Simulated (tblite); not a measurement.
C₅H₁₄NPSi: geometry relaxation (part 1 of 4)

C₅H₁₄NPSi, computed with GFN2-xTB geometry optimisation, gas phase (tblite 0.8.0).

It belongs to a series of runs on one base structure; here: H on N replaced by cBu.

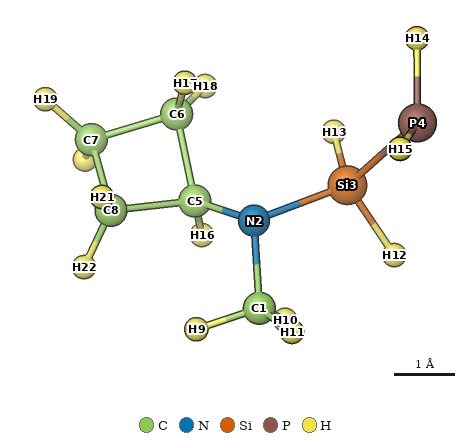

Figure 1. The structure as given in the input (ball-and-stick view, seen at a tilt; atoms are numbered from 1 in the order of the input). Bond lengths as drawn: C–C 1.51 to 1.53 Å, C–H 1.08 to 1.13 Å, C–N 1.43 to 1.48 Å, H–P 1.44 Å, H–Si 1.48 to 1.49 Å, N–Si 1.80 Å and P–Si 2.21 Å.

**The input**
```
{"job": {"kind": "relax", "xc": "GFN2-xTB", "basis": "xTB"}, "charge": 0, "multiplicity": 1}
C      0.610000    -1.716200     1.015600
N      0.537400    -0.323200     0.513300
Si     1.828900    -0.203100    -0.741400
P      3.432100     1.190300    -0.148200
C     -0.717800    -0.257600    -0.178800
C     -1.067600     1.063900    -0.816900
C     -2.499100     0.760500    -0.420000
C     -1.899900    -0.046900     0.735600
H     -0.382000    -1.895000     1.505500
H      0.707900    -2.316400     0.092100
H      1.398100    -1.838300     1.747000
H      2.452900    -1.534500    -0.870100
H      1.243000     0.227600    -2.038200
H      3.368400     2.442600    -0.850200
H      3.578000     1.317800     1.281900
H     -0.897400    -1.145300    -0.806100
H     -0.624800     1.897600    -0.194300
H     -0.885900     1.120600    -1.897200
H     -3.118500     1.621000    -0.129200
H     -2.924200     0.084900    -1.157400
H     -1.712100     0.570800     1.618600
H     -2.437900    -1.001900     0.935800
```

The first line tells a small driver script what to run in tblite; the rest is the geometry in Å.

Hardware: 1 CPU thread, shared host.

Command:
```bash
OMP_NUM_THREADS=1 python <driver script> task.json out
```

**The program's output**
```
step      E/eV     max force
  0    -679.04064    2.255
  1    -679.38176    1.510
  2    -679.71560    1.383
  3    -679.98781    1.264
  4    -680.21450    0.901
  5    -680.29162    0.588
  6    -680.34135    0.450
  7    -680.36131    0.417
  8    -680.38258    0.428
  9    -680.40422    0.360
 10    -680.43377    0.469
 11    -680.46803    0.532
 12    -680.49988    0.380
 13    -680.51844    0.220
 14    -680.52949    0.227
 15    -680.53991    0.254
 16    -680.54939    0.241
 17    -680.55939    0.220
 18    -680.57206    0.274
 19    -680.58816    0.323
 20    -680.60594    0.371
 21    -680.62356    0.297
 22    -680.64035    0.285
 23    -680.65609    0.270
 24    -680.67070    0.325
 25    -680.68360    0.321
 26    -680.69404    0.223
 27    -680.70486    0.215
 28    -680.71727    0.256
 29    -680.72863    0.218
 30    -680.73759    0.184
 31    -680.74161    0.284
 32    -680.75096    0.200
 33    -680.75771    0.167
 34    -680.76660    0.150
 35    -680.77057    0.175
 36    -680.77577    0.180
 37    -680.78033    0.154
 38    -680.78449    0.116
 39    -680.78708    0.117
 40    -680.78961    0.096
 41    -680.79209    0.107
 42    -680.79416    0.087
 43    -680.79544    0.073
 44    -680.79639    0.069
 45    -680.79735    0.066
 46    -680.79843    0.077
 47    -680.79966    0.093
 48    -680.80099    0.089
 49    -680.80235    0.078
 50    -680.80362    0.087
 51    -680.80464    0.076
 52    -680.80542    0.058
 53    -680.80610    0.061
 54    -680.80685    0.070
 55    -680.80786    0.081
 56    -680.80917    0.102
 57    -680.81085    0.094
 58    -680.81308    0.113
 59    -680.81581    0.147
 60    -680.81863    0.139
 61    -680.82111    0.114
 62    -680.82330    0.105
 63    -680.82561    0.110
 64    -680.82817    0.109
 65    -680.83088    0.126
 66    -680.83311    0.143
 67    -680.83583    0.151
 68    -680.83870    0.137
 69    -680.84362    0.152
 70    -680.84655    0.136
 71    -680.85111    0.143
 72    -680.85476    0.143
 73    -680.85761    0.181
 74    -680.86132    0.122
 75    -680.86531    0.124
 76    -680.87069    0.139
 77    -680.87525    0.177
 78    -680.88037    0.174
 79    -680.88504    0.130
 80    -680.88805    0.173
 81    -680.88959    0.199
 82    -680.89249    0.126
 83    -680.89451    0.079
 84    -680.89661    0.089
 85    -680.89764    0.087
 86    -680.89860    0.077
 87    -680.89990    0.094
 88    -680.90114    0.087
 89    -680.90232    0.079
 90    -680.90331    0.078
 91    -680.90423    0.062
 92    -680.90518    0.063
 93    -680.90599    0.055
 94    -680.90651    0.041
 95    -680.90685    0.046
 96    -680.90722    0.055
 97    -680.90776    0.066
 98    -680.90847    0.049
 99    -680.90901    0.044
100    -680.90944    0.038
101    -680.90984    0.058
102    -680.91044    0.064
103    -680.91126    0.060
104    -680.91226    0.064
105    -680.91318    0.065
106    -680.91412    0.076
107    -680.91520    0.070
108    -680.91728    0.077
109    -680.91937    0.097
110    -680.92277    0.143
111    -680.92676    0.192
112    -680.93244    0.220
113    -680.93915    0.188
114    -680.94359    0.162
115    -680.93651    0.645
116    -680.94829    0.205
117    -680.94934    0.087
118    -680.95128    0.061
119    -680.95332    0.063
120    -680.95376    0.042
121    -680.95408    0.035
122    -680.95426    0.026
123    -680.95447    0.026
124    -680.95469    0.026
125    -680.95483    0.024
126    -680.95498    0.022
127    -680.95514    0.023
128    -680.95527    0.026
129    -680.95537    0.021
130    -680.95547    0.020
131    -680.95560    0.023
132    -680.95579    0.031
133    -680.95600    0.033
134    -680.95621    0.034
135    -680.95641    0.035
136    -680.95662    0.033
137    -680.95687    0.033
138    -680.95710    0.031
139    -680.95728    0.030
140    -680.95742    0.027
141    -680.95759    0.027
142    -680.95781    0.035
143    -680.95807    0.035
144    -680.95835    0.037
145    -680.95864    0.036
146    -680.95894    0.046
147    -680.95925    0.039
148    -680.95956    0.043
149    -680.95986    0.044
150    -680.96023    0.041
151    -680.96070    0.062
152    -680.96123    0.073
153    -680.96171    0.062
154    -680.96205    0.047
155    -680.96225    0.035
156    -680.96242    0.030
157    -680.96255    0.019
158    -680.96264    0.017
159    -680.96269    0.016
160    -680.96276    0.015
161    -680.96282    0.013
162    -680.96288    0.015
163    -680.96295    0.017
164    -680.96303    0.020
165    -680.96312    0.030
166    -680.96325    0.037
167    -680.96343    0.041
168    -680.96370    0.036
169    -680.96403    0.042
170    -680.96436    0.046
171    -680.96466    0.054
172    -680.96499    0.055
173    -680.96540    0.055
174    -680.96600    0.057
175    -680.96668    0.059
176    -680.96722    0.054
177    -680.96765    0.053
178    -680.96810    0.051
179    -680.96839    0.035
180    -680.96848    0.045
181    -680.96868    0.026
182    -680.96882    0.020
183    -680.96899    0.022
184    -680.96916    0.025
185    -680.96939    0.030
186    -680.96965    0.033
187    -680.97003    0.043
188    -680.97044    0.056
189    -680.97088    0.089
190    -680.97164    0.087
191    -680.97268    0.112
192    -680.97403    0.192
193    -680.97612    0.216
194    -680.97867    0.094
195    -680.97950    0.190
196    -680.98211    0.138
197    -680.98302    0.111
198    -680.98530    0.092
199    -680.98563    0.179
200    -680.98747    0.103
201    -680.98790    0.160
202    -680.98966    0.069
203    -680.99081    0.081
204    -680.99187    0.084
205    -680.99326    0.073
206    -680.99454    0.068
207    -680.99570    0.061
208    -680.99635    0.086
209    -680.99707    0.053
210    -680.99778    0.060
211    -680.99861    0.046
212    -680.99912    0.055
213    -680.99974    0.051
214    -681.00041    0.055
215    -681.00110    0.050
216    -681.00178    0.054
217    -681.00229    0.051
218    -681.00269    0.048
219    -681.00298    0.032
220    -681.00331    0.037
221    -681.00360    0.035
222    -681.00393    0.038
223    -681.00422    0.032
224    -681.00448    0.040
225    -681.00477    0.042
226    -681.00515    0.052
227    -681.00555    0.052
228    -681.00595    0.043
229    -681.00634    0.047
230    -681.00672    0.049
231    -681.00708    0.036
232    -681.00739    0.031
233    -681.00764    0.029
234    -681.00786    0.032
235    -681.00806    0.033
236    -681.00829    0.035
237    -681.00865    0.037
238    -681.00888    0.034
239    -681.00915    0.034
240    -681.00935    0.024
241    -681.00951    0.022
242    -681.00965    0.019
243    -681.00976    0.019
244    -681.00984    0.017
245    -681.00988    0.016
246    -681.00990    0.012
247    -681.00992    0.010
```

**Trajectory as extended XYZ (Å, eV, eV/Å), 37 of the 248 frames kept, from step=0 to step=247**
```
22
Properties=species:S:1:pos:R:3:forces:R:3 step=0 energy=-679.04064
C     0.6100   -1.7162    1.0156   -1.3280   0.6500  -0.0860
N     0.5374   -0.3232    0.5133    1.5160  -1.1710  -1.1900
Si    1.8289   -0.2031   -0.7414   -0.5370   0.9240   0.5490
P     3.4321    1.1903   -0.1482    1.5960  -0.2430  -0.1870
C    -0.7178   -0.2576   -0.1788    0.6780   0.3800   0.9780
C    -1.0676    1.0639   -0.8169    0.4750   0.6670  -0.7200
C    -2.4991    0.7605   -0.4200   -0.3190   0.8860   0.7290
C    -1.8999   -0.0469    0.7356   -1.7260  -1.3270   0.0770
H    -0.3820   -1.8950    1.5055    0.9360  -0.2070  -0.2400
H     0.7079   -2.3164    0.0921   -0.0830  -0.6680   1.1160
H     1.3981   -1.8383    1.7470    0.1590  -0.0990  -0.2340
H     2.4529   -1.5345   -0.8701    0.1040   0.2900  -0.1550
H     1.2430    0.2276   -2.0382    0.3610  -0.1840   0.3350
H     3.3684    2.4426   -0.8502   -0.5230  -0.6950   1.2250
H     3.5780    1.3178    1.2819   -0.7510   0.5960  -1.2470
H    -0.8974   -1.1453   -0.8061    0.0790   0.2720  -0.2100
H    -0.6248    1.8976   -0.1943   -0.4020  -0.8210  -1.0460
H    -0.8859    1.1206   -1.8972    0.1640   0.5380   0.3360
H    -3.1185    1.6210   -0.1292   -0.1070  -0.4510  -0.4140
H    -2.9242    0.0849   -1.1574   -0.4560   0.3260   0.0890
H    -1.7121    0.5708    1.6186    0.0490  -0.4430  -0.2330
H    -2.4379   -1.0019    0.9358    0.1140   0.7810   0.5280
22
Properties=species:S:1:pos:R:3:forces:R:3 step=7 energy=-680.36131
C     0.6059   -1.7315    1.0213   -0.0490   0.0260   0.0670
N     0.5879   -0.3918    0.4356    0.1600  -0.3440  -0.1730
Si    1.9026   -0.1248   -0.7099   -0.1720  -0.0290   0.0910
P     3.7132    1.1101   -0.2122   -0.1040   0.0460   0.0860
C    -0.7142   -0.2442   -0.1693    0.0780  -0.0070   0.0430
C    -1.0828    1.0713   -0.8433   -0.0030   0.1030  -0.0230
C    -2.5250    0.7872   -0.4019   -0.0280   0.1010   0.0510
C    -1.9503   -0.0824    0.7315   -0.1960   0.0320  -0.0470
H    -0.3409   -1.9008    1.5413    0.2320   0.0960   0.1130
H     0.6896   -2.5020    0.2415    0.0110  -0.0110   0.1630
H     1.4308   -1.8404    1.7203    0.0320   0.0550  -0.0260
H     2.4799   -1.4490   -0.9095    0.2670  -0.2110  -0.1390
H     1.3091    0.2327   -2.0095    0.2160   0.1640   0.1080
H     3.2581    2.3399   -0.6391   -0.0990  -0.0090  -0.0890
H     3.4314    1.4309    1.0999   -0.0630  -0.0820   0.0570
H    -0.8890   -1.0873   -0.8464   -0.1000  -0.0670  -0.2090
H    -0.6353    1.9011   -0.2955   -0.1120   0.0000  -0.0240
H    -0.8648    1.1886   -1.9038   -0.1480  -0.0600   0.0210
H    -3.1702    1.6276   -0.1542    0.0860  -0.0060   0.1030
H    -3.0178    0.1602   -1.1438   -0.0960   0.0550   0.0290
H    -1.7274    0.5056    1.6207    0.0280  -0.0050  -0.0580
H    -2.5012   -0.9815    1.0239    0.0610   0.1540  -0.1450
22
Properties=species:S:1:pos:R:3:forces:R:3 step=14 energy=-680.52949
C     0.6352   -1.7590    1.0632   -0.0520   0.0740   0.0120
N     0.5922   -0.5042    0.3236    0.0530   0.0950   0.0910
Si    1.9671   -0.2149   -0.7140   -0.1470   0.0630  -0.0570
P     3.6900    1.1146   -0.1713    0.0440   0.0390   0.1390
C    -0.7325   -0.2687   -0.2223    0.0470   0.0290  -0.0570
C    -1.1055    1.0748   -0.8616   -0.0390   0.1160  -0.0930
C    -2.5414    0.8282   -0.3885   -0.0340  -0.0350   0.0890
C    -1.9552   -0.0779    0.6993   -0.0390  -0.1110   0.0620
H    -0.2547   -1.8497    1.6851   -0.0010   0.0410  -0.0120
H     0.6826   -2.6201    0.3859   -0.0970  -0.0340   0.0660
H     1.5057   -1.7969    1.7152    0.0660   0.1270  -0.0680
H     2.6368   -1.4882   -1.0097   -0.0110  -0.0580  -0.0270
H     1.4655    0.3645   -1.9539   -0.0600   0.0020  -0.1610
H     3.1513    2.2956   -0.6446   -0.0530  -0.0520   0.0160
H     3.3423    1.4106    1.1250   -0.0370   0.0180   0.1230
H    -0.9620   -1.0591   -0.9446   -0.1080  -0.1850  -0.0740
H    -0.6849    1.9242   -0.3297    0.2020  -0.0630  -0.0220
H    -0.9464    1.1807   -1.9283    0.0700   0.0420  -0.1150
H    -3.1445    1.6776   -0.0755    0.1180   0.0370   0.0330
H    -3.1030    0.2440   -1.1135   -0.0510   0.0170  -0.0560
H    -1.7116    0.4973    1.5882    0.0950  -0.0520   0.0620
H    -2.5375   -0.9540    0.9696    0.0340  -0.1090   0.0490
22
Properties=species:S:1:pos:R:3:forces:R:3 step=21 energy=-680.62356
C     0.6409   -1.7114    1.0881    0.0010   0.0470  -0.0310
N     0.5671   -0.5372    0.2365    0.0630   0.0430  -0.0860
Si    1.9561   -0.2247   -0.7717    0.0910  -0.1230  -0.0500
P     3.6397    1.1056   -0.0480   -0.1640  -0.0870  -0.0250
C    -0.7597   -0.3185   -0.2950    0.0690   0.0430  -0.1390
C    -1.1028    1.0510   -0.9054   -0.0540  -0.0100  -0.0470
C    -2.5293    0.8550   -0.3658    0.0610  -0.0080   0.1600
C    -1.9412   -0.1119    0.6734    0.1690  -0.1160   0.0450
H    -0.1963   -1.7456    1.7829   -0.0030   0.2270   0.0880
H     0.6059   -2.6478    0.5204    0.0850   0.0030  -0.1140
H     1.5713   -1.6727    1.6483    0.0210  -0.0730   0.0480
H     2.6670   -1.4959   -1.0866   -0.1940   0.2250   0.0130
H     1.5129    0.4150   -2.0234   -0.0130  -0.1440   0.1550
H     3.0558    2.2290   -0.6053    0.0860   0.0600   0.1620
H     3.2381    1.4198    1.2388   -0.1390  -0.0150  -0.0970
H    -1.0316   -1.1182   -1.0010    0.0570  -0.0060  -0.0270
H    -0.5775    1.8561   -0.3900   -0.0580  -0.1140   0.0670
H    -0.9787    1.2000   -1.9749   -0.0340  -0.1700  -0.0590
H    -3.0458    1.7290    0.0192   -0.0090   0.0610  -0.0040
H    -3.1718    0.3380   -1.0837    0.1210   0.0990   0.1100
H    -1.6314    0.4028    1.5810    0.0380   0.0980  -0.0530
H    -2.4992   -0.9981    0.9597   -0.1920  -0.0400  -0.1170
22
Properties=species:S:1:pos:R:3:forces:R:3 step=27 energy=-680.70486
C     0.6541   -1.6510    1.1033    0.0760   0.0270  -0.0020
N     0.5566   -0.5697    0.1479   -0.0670   0.0630   0.0100
Si    1.9474   -0.2343   -0.8134    0.1260  -0.0990  -0.0950
P     3.5561    1.0716    0.0589    0.0430   0.1150   0.0210
C    -0.7706   -0.3744   -0.3769   -0.1030  -0.0330   0.0970
C    -1.1025    1.0149   -0.9492    0.0680  -0.1660   0.0570
C    -2.4922    0.8873   -0.3071    0.0330   0.0390  -0.1780
C    -1.9031   -0.1585    0.6507   -0.0580   0.1180  -0.0800
H    -0.1189   -1.5493    1.8653   -0.0260  -0.0590  -0.0430
H     0.5626   -2.6330    0.6175   -0.0470   0.0810   0.1070
H     1.6233   -1.5939    1.5949    0.0430  -0.0660  -0.0040
H     2.6494   -1.4796   -1.1690    0.0160  -0.0070  -0.0070
H     1.5298    0.4102   -2.0538   -0.0930   0.0350  -0.0390
H     3.0110    2.2085   -0.5016    0.1020   0.0780   0.0080
H     3.0644    1.4084    1.3052   -0.1530  -0.1510  -0.0080
H    -1.0591   -1.1798   -1.0768    0.1160   0.1290   0.0830
H    -0.4983    1.7581   -0.4298   -0.0210   0.0450  -0.1590
H    -1.0362    1.1481   -2.0293   -0.0450   0.0110   0.1420
H    -2.9386    1.7843    0.1181    0.0910  -0.0330   0.0710
H    -3.1961    0.4462   -1.0093   -0.0740  -0.0450   0.0350
H    -1.5340    0.3297    1.5547   -0.0240  -0.1700  -0.0580
H    -2.5154   -1.0244    0.8975   -0.0020   0.0870   0.0440
22
Properties=species:S:1:pos:R:3:forces:R:3 step=34 energy=-680.76660
C     0.6844   -1.5884    1.1253    0.0160  -0.0440  -0.0030
N     0.5708   -0.5795    0.0985   -0.0680   0.0520   0.0120
Si    1.9607   -0.2448   -0.8692   -0.0620   0.0610   0.0150
P     3.4926    1.0658    0.1468    0.0290  -0.0060   0.0020
C    -0.7688   -0.4107   -0.4161   -0.0340  -0.0500   0.0780
C    -1.1007    0.9784   -0.9827    0.0830  -0.0950  -0.0670
C    -2.4611    0.9101   -0.2811    0.0750   0.0440  -0.0160
C    -1.8918   -0.1894    0.6205   -0.0170   0.0180   0.0490
H    -0.0473   -1.4052    1.9110    0.0380  -0.0050   0.0900
H     0.5087   -2.5942    0.7304   -0.0110  -0.0700  -0.0490
H     1.6852   -1.5629    1.5538   -0.0230   0.0400   0.0080
H     2.6564   -1.4830   -1.2420    0.0870  -0.0240  -0.0150
H     1.4953    0.4136   -2.0830   -0.0310   0.0570  -0.0720
H     3.0333    2.2487   -0.4052    0.0170  -0.0540   0.0060
H     2.8258    1.3075    1.3318   -0.0830  -0.0620  -0.0060
H    -1.0357   -1.2143   -1.1195    0.0330   0.0300   0.0540
H    -0.4403    1.7149   -0.5300   -0.0560   0.0720  -0.0450
H    -1.0939    1.0904   -2.0609   -0.0170   0.0150  -0.0970
H    -2.8024    1.8177    0.2079   -0.0430   0.0380   0.0240
H    -3.2448    0.5331   -0.9364    0.0270   0.0400   0.0090
H    -1.4786    0.2252    1.5359   -0.0540   0.0530   0.0670
H    -2.5585   -1.0137    0.8618    0.0920  -0.1100  -0.0450
```
